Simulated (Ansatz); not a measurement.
# SF4 (sulfur tetrafluoride) at PBE-QIDH/6-311+G(d,p)

What is the vertical ionisation energy of SF4 (sulfur tetrafluoride) at PBE-QIDH/6-311+G**? 

The calculation is run with Ansatz 0.2.0.

37 further runs of the same task are left out: 37 set aside as unsound or not needed.

## 1. The structure to begin with

The species is SF4 (5 atoms), meant as a singlet with charge 0. SMILES: `FS(F)(F)F`. The coordinates come from a PBE0-D4/def2-TZVP relaxation.

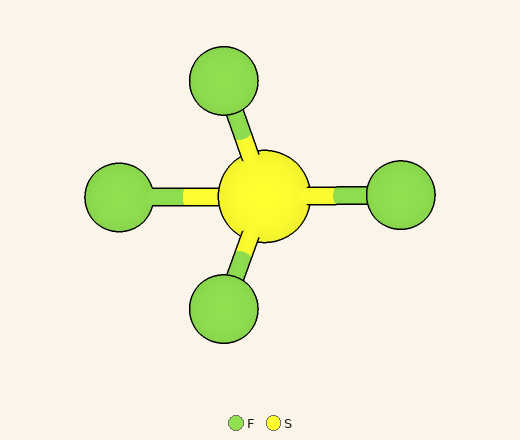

Viewed from a chosen angle; fluorine green, sulfur yellow.

## 2. A single-point energy at PBE-QIDH/6-311+G(d,p)

job.yaml reads:

```yaml
crystal:
  periodic: [false, false, false]
  atoms:
    - {symbol: F, position_ang: [-0.561200, -0.228000, 1.172800]}
    - {symbol: S, position_ang: [0.064000, -0.357400, -0.243000]}
    - {symbol: F, position_ang: [1.536700, -0.462000, 0.491400]}
    - {symbol: F, position_ang: [-1.440100, -0.077300, -0.858200]}
    - {symbol: F, position_ang: [0.400600, 1.124600, -0.563100]}
basis:
  gaussian:
    orbitals: 6-311+G_st__st_-spherical.json
total_charge: 0
hamiltonian:
  xc: {name: PBE-QIDH}
correlation:
  frozen_orbitals: {F: 1, S: 5}
accuracy: high
output: {orbitals: {seedname: orbitals}}
```

The basis set 6-311+G** is read from a file made from the Basis Set Exchange's data (not shown).

Launch:

```console
$ ansatz run job.yaml --threads 1 --pin off --max-ram 3480MiB --events-out events.jsonl --progress --plain --runs-dir runs
```

The program printed:

```text
Warning: RAYON_NUM_THREADS=1 ignored (pool sized by the plan → 1); use --threads N
Functional definition: PBE-QIDH
  name "PBE-QIDH"
  parameter a = 3^(-1/3)
  parameter c = 1/3
  exchange = (1 - a)*pbe_x + a*exact_x
  correlation = (1 - c)*pbe_c + c*(mp2_os + mp2_ss)
2190 factors; integrals over basis functions are off by at most 5.3e-9 eV
mean field evaluation 1: about -21668.1752 eV, gradient 5.8e1 eV
mean field evaluation 2: about -21668.2633 eV, gradient 5.8e1 eV
mean field evaluation 4: about -21673.4957 eV, gradient 3.3e0 eV
mean field evaluation 8: about -21673.5264 eV, gradient 1.1e-1 eV
mean field evaluation 16: about -21673.5265 eV, gradient 2.3e-5 eV
mean field -21673.52652218 eV, -796.4874088462 hartree, gradient 9.8e-8 eV, S^2 0.000000; 0 other end points of the search recorded, 0 dependent functions left out
9 core orbitals not correlated: weight in the atoms' cores, before any rotation towards them, 1.000 or more for the frozen orbitals, at most 0.000 for the correlated occupied ones
reference -21673.52652400 eV, -796.4874089129 hartree; 17, 17 occupied and 92, 92 virtual orbitals, 2190 factors
second order -30.37454320 eV of doubles, -0.00000000 eV of singles
Total energy: -21683.65137173 eV, -796.8594902042 hartree
```

Wall time 13 s (1 thread of Arm Neoverse V1, shared host); peak memory 0.4 GiB.

## 3. The doublet cation, same level

run.yaml reads:

```yaml
crystal:
  periodic: [false, false, false]
  atoms:
    - {symbol: F, position_ang: [-0.561200, -0.228000, 1.172800]}
    - {symbol: S, position_ang: [0.064000, -0.357400, -0.243000]}
    - {symbol: F, position_ang: [1.536700, -0.462000, 0.491400]}
    - {symbol: F, position_ang: [-1.440100, -0.077300, -0.858200]}
    - {symbol: F, position_ang: [0.400600, 1.124600, -0.563100]}
basis:
  gaussian: {orbitals: 6-311+G_st__st_-spherical.json}
total_charge: 1
magnetization: {spin_polarized: true, initial_magnetization: 1}
hamiltonian: {xc: {name: PBE-QIDH}}
correlation: {frozen_orbitals: {F: 1, S: 5}}
accuracy: high
output: {orbitals: {seedname: orbitals}}
```

The basis set 6-311+G** is read from a file made from the Basis Set Exchange's data (not shown).

Launch:

```console
$ ansatz run run.yaml --threads 1 --pin off --max-ram 3480MiB --events-out events.jsonl --progress --plain --runs-dir runs
```

The program printed, cut to the lines that bear on the results:

```text
Warning: RAYON_NUM_THREADS=1 ignored (pool sized by the plan → 1); use --threads N
[... 2 set-up lines as earlier in the session ...]
[...]
2190 factors; integrals over basis functions are off by at most 5.3e-9 eV
[...]
mean field -21660.52071117 eV, -796.0094541074 hartree, gradient 9.4e-8 eV, S^2 0.795596; 0 other end points of the search recorded, 0 dependent functions left out
9 core orbitals not correlated: weight in the atoms' cores, before any rotation towards them, 1.000 or more for the frozen orbitals, at most 0.000 for the correlated occupied ones
reference -21660.52071322 eV, -796.0094541826 hartree; 17, 16 occupied and 92, 93 virtual orbitals, 2190 factors
second order -29.94867267 eV of doubles, -0.00000000 eV of singles
Total energy: -21670.50360411 eV, -796.3763186562 hartree
```

Wall time 23 s (1 thread of Arm Neoverse V1, shared host); peak memory 0.55 GiB.

## 4. What came out

Level: PBE-QIDH/6-311+G**, 9 core orbitals frozen.

| quantity | value |
| --- | --- |
| singlet SF4: total energy | -796.85949 Eh |
| singlet SF4: HOMO energy (SCF part's orbitals) | -12.83 eV |
| singlet SF4: LUMO energy (SCF part's orbitals) | -0.37 eV |
| singlet SF4: HOMO–LUMO gap (SCF part's orbitals) | 12.46 eV |
| doublet cation: total energy | -796.37632 Eh |
| doublet cation: HOMO energy (SCF part's orbitals) (highest over α and β) | -22.84 eV |
| doublet cation: LUMO energy (SCF part's orbitals) (lowest over α and β) | -13.13 eV |
| doublet cation: ⟨S²⟩ | 0.796 |
| vertical ionisation energy (to the doublet cation) | 13.148 eV |

Removing an electron at fixed nuclei costs 13.15 eV (303 kcal/mol). The negative HOMO energy of the first species, 12.83 eV, lies 0.32 eV below that difference.
